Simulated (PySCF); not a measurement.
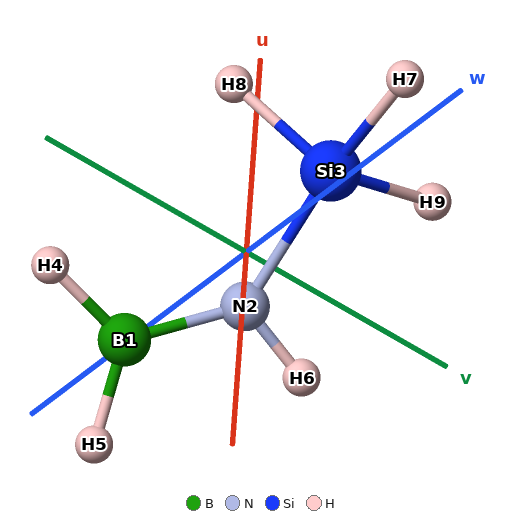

The lines u, v and w are the principal axes of the g tensor. The species has charge −1 and is a spin doublet. Computed geometry: GFN2-xTB optimisation. No frequency run is at hand to confirm it as a minimum. Level of theory: UKS B3LYP, pcH-1 on B H N Si, non-relativistic, mean-field spin-orbit, GIAO (PySCF 2.14.0).

Question. Along which axis does g lie farthest from the free-electron value?

Answer. Along w: the shift is 1637 ppm.

Give the principal values and shifts.

```csv
axis,g,shift (ppm)
u,2.00177,−551
v,2.00332,1002
w,2.00396,1637
```

The geometry is semi-empirical. Around B, Si such bond lengths and angles can be off by a tenth of an ångström or more and by several degrees, and values that hang on the shape move with them.
